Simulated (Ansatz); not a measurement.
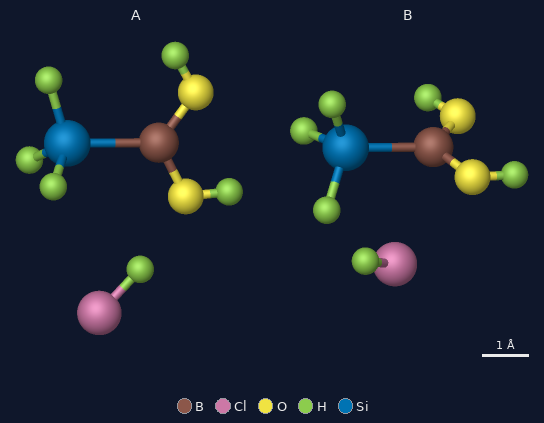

Two geometries of BSiH$_{6}$O$_{2}$Cl, drawn at one scale. One is the start of a relaxation, the other its converged end. A ball-and-stick model, seen at a tilt.

Computed with RKS B3LYP/def2-SVP in Ansatz 0.2.0. Settings: no spin polarisation; force threshold 0.03 eV/Å; at most 50 steps.

Which geometry has the lower energy?

Answer. Structure A is the relaxed one. The run prepares an end point of a later path (reaction) calculation, from a guessed geometry. After 38 accepted moves (43 points after the start) the energy has fallen by 5.66 kcal/mol. The largest force component goes from 0.8 to 0.022 eV/Å. The line search rejected the trial steps at points 2, 6, 10, 30, 38 of the run. The forces were under the threshold at step 8, but the run went on from there. An H atom moves most after the best rigid fit: 2.14 Å. Largest moves by element: H 2.14 Å, Cl 1.47 Å, O 1.46 Å, Si 0.26 Å, B 0.16 Å. Among the contacts that change: B–Si 1.980 → 2.046 Å, B–O 1.360 → 1.372 Å, Cl–H 1.314 → 1.306 Å, H–Si 1.498 → 1.492 Å. Bond angles that change, for instance: B–Si–H 112.4° → 108.8°, O–B–Si 116.4° → 118.5°. Groups turn about B–Si by about 100°. The run took 2.2 min on 2 threads of Arm Neoverse V1 (shared host), peak memory 0.24 GiB.
